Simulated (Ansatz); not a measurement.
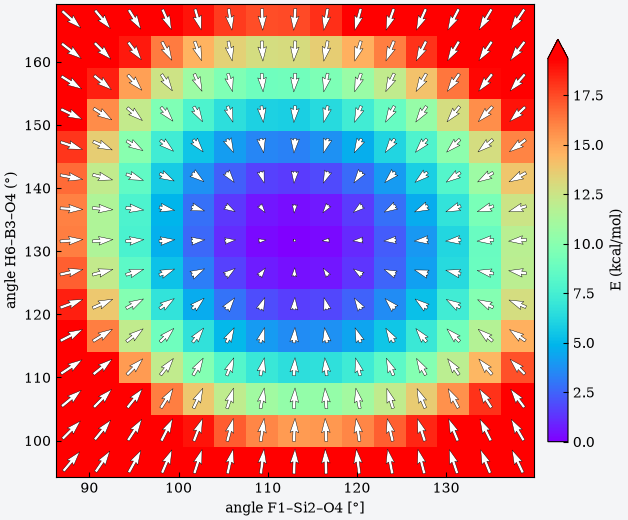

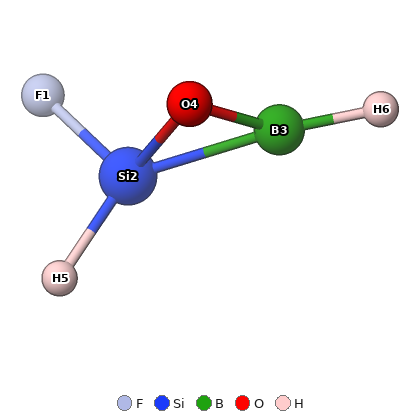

Energy landscape of BFH₂OSi, SMILES F[SiH]1BO1. Coordinates scanned: (1) angle F1–Si2–O4; (2) angle H6–B3–O4. Nothing is relaxed (all other coordinates rigid). The grid has 15 × 15 points. Energies: kcal/mol, counted from the lowest grid point. Computed with RHF/def2-SVP in Ansatz.

In the figure: one coloured cell a grid point, arrows along the force (downhill), their lengths compressed, one colour for all values above the top of the scale. The second picture is the structure at the lowest point.

Summarise what can be read from the map.

The lowest grid point is at angle F1–Si2–O4 = 113.0°, angle H6–B3–O4 = 131.7°. It is the only kind of minimum in the scanned range. The highest grid point, angle F1–Si2–O4 = 88.0°, angle H6–B3–O4 = 96.7°, lies 40.1 kcal/mol above the lowest. Round the minimum the two coordinates are weakly coupled (coupling 0.08 in units of the two stiffnesses).

Grid values (kcal/mol):

| angle H6–B3–O4 ↓, angle F1–Si2–O4 → | 88.0 | 91.5 | 95.1 | 98.7 | 102.2 | 105.8 | 109.4 | 113.0 | 116.5 | 120.1 | 123.7 | 127.2 | 130.8 | 134.4 | 138.0 |
| --- | --- | --- | --- | --- | --- | --- | --- | --- | --- | --- | --- | --- | --- | --- | --- |
| 166.7 | 30.3 | 26.2 | 22.9 | 20.5 | 18.9 | 17.9 | 17.4 | 17.5 | 18.2 | 19.3 | 20.9 | 22.8 | 25.3 | 28.2 | 31.4 |
| 161.7 | 26.3 | 22.1 | 18.7 | 16.2 | 14.5 | 13.4 | 12.9 | 13.0 | 13.5 | 14.6 | 16.2 | 18.1 | 20.5 | 23.3 | 26.6 |
| 156.7 | 22.8 | 18.6 | 15.1 | 12.6 | 10.8 | 9.6 | 9.1 | 9.1 | 9.6 | 10.6 | 12.1 | 14.0 | 16.4 | 19.2 | 22.4 |
| 151.7 | 20.1 | 15.7 | 12.2 | 9.6 | 7.8 | 6.5 | 5.9 | 5.8 | 6.3 | 7.3 | 8.7 | 10.6 | 12.9 | 15.7 | 18.8 |
| 146.7 | 18.0 | 13.6 | 10.0 | 7.3 | 5.4 | 4.1 | 3.4 | 3.3 | 3.7 | 4.6 | 6.0 | 7.9 | 10.1 | 12.9 | 16.0 |
| 141.7 | 16.7 | 12.2 | 8.5 | 5.7 | 3.7 | 2.4 | 1.6 | 1.5 | 1.8 | 2.7 | 4.1 | 5.8 | 8.1 | 10.8 | 13.9 |
| 136.7 | 16.0 | 11.4 | 7.7 | 4.9 | 2.8 | 1.4 | 0.6 | 0.4 | 0.7 | 1.5 | 2.8 | 4.5 | 6.8 | 9.4 | 12.5 |
| 131.7 | 16.1 | 11.5 | 7.7 | 4.7 | 2.6 | 1.1 | 0.3 | 0.0 | 0.3 | 1.0 | 2.3 | 4.0 | 6.2 | 8.8 | 11.8 |
| 126.7 | 17.0 | 12.2 | 8.4 | 5.4 | 3.2 | 1.6 | 0.7 | 0.4 | 0.6 | 1.3 | 2.6 | 4.2 | 6.3 | 8.9 | 11.9 |
| 121.7 | 18.6 | 13.8 | 9.8 | 6.8 | 4.5 | 2.9 | 2.0 | 1.6 | 1.7 | 2.4 | 3.6 | 5.2 | 7.3 | 9.9 | 12.9 |
| 116.7 | 21.0 | 16.1 | 12.1 | 9.0 | 6.7 | 5.1 | 4.0 | 3.6 | 3.7 | 4.4 | 5.5 | 7.1 | 9.2 | 11.7 | 14.6 |
| 111.7 | 24.3 | 19.4 | 15.3 | 12.1 | 9.8 | 8.1 | 7.0 | 6.5 | 6.6 | 7.2 | 8.3 | 9.9 | 11.9 | 14.4 | 17.3 |
| 106.7 | 28.5 | 23.5 | 19.4 | 16.2 | 13.8 | 12.0 | 10.9 | 10.4 | 10.5 | 11.0 | 12.1 | 13.6 | 15.6 | 18.1 | 21.0 |
| 101.7 | 33.8 | 28.7 | 24.5 | 21.3 | 18.8 | 17.0 | 15.9 | 15.3 | 15.4 | 15.9 | 17.0 | 18.4 | 20.4 | 22.9 | 25.8 |
| 96.7 | 40.1 | 35.0 | 30.8 | 27.5 | 25.0 | 23.2 | 22.0 | 21.4 | 21.4 | 21.9 | 23.0 | 24.4 | 26.4 | 28.8 | 31.7 |

The input of one point:

```yaml
crystal:
  periodic: [false, false, false]
  atoms:
    - { symbol: F, position_ang: [-1.762505, -0.556167, -0.931098] }
    - { symbol: Si, position_ang: [-0.375731, 0.185214, -0.621184] }
    - { symbol: B, position_ang: [0.475748, 0.117333, 1.063135] }
    - { symbol: O, position_ang: [0.763905, -0.826476, 0.158177] }
    - { symbol: H, position_ang: [0.089344, 0.73181, -1.895267] }
    - { symbol: H, position_ang: [0.851396, 0.284313, 2.179624] }
basis:
  gaussian: { orbitals: def2-SVP }
hamiltonian:
  xc: hf
output:
  forces: true
```

Time for the 225 points that were run: 5.2 min on 1 thread of Arm Neoverse N1, with other jobs on the host.
